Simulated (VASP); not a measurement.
Band structure of CoAl (CsCl type). Computed with PBE GGA with D4 dispersion, VASP's PBE PAW potentials (set 64) (plane waves; VASP).

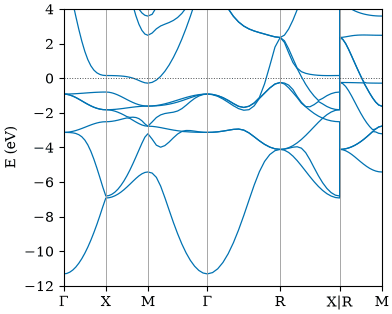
Figure: Bands along high-symmetry lines, zero at the valence-band maximum or, without a gap, the Fermi level

Q: Read the plot: is there a gap, and where are the band edges?

A: It has no gap at this level: it comes out as a metal or semimetal. (Edges off the drawn lines would not show.)

The compound is CoAl in the CsCl type structure. It was relaxed first. The run is not spin-polarised, so no magnetic state was tried.
